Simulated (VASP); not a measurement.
Band structure of CdS (wurtzite). All values below come from vdW-DF2, VASP's PBE PAW potentials (set 64) (plane waves; VASP 6.6.1).

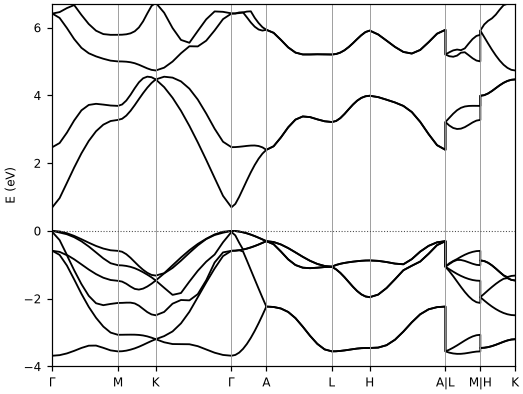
Figure. Bands along high-symmetry lines, zero at the valence-band maximum or, without a gap, the Fermi level

Problem. Read the plot: is there a gap, and where are the band edges?

Solution. The gap is direct, 0.70 eV, from the valence maximum at Γ to the conduction minimum at Γ. (Edges off the drawn lines would not show.)

Measured: gap 2.64 eV at 0 K (computed value off by -1.94 eV), as given by X. Ren et al., All-electron periodic G0W0 implementation with numerical atomic orbital basis functions: algorithm and benchmarks (2021), arXiv:2011.01400 [zero-point renormalisation of 0.068 eV removed from the gap extrapolated to 0 K (as printed)].

The compound is CdS in the wurtzite structure. It was relaxed first, which changed the volume by +13 %.
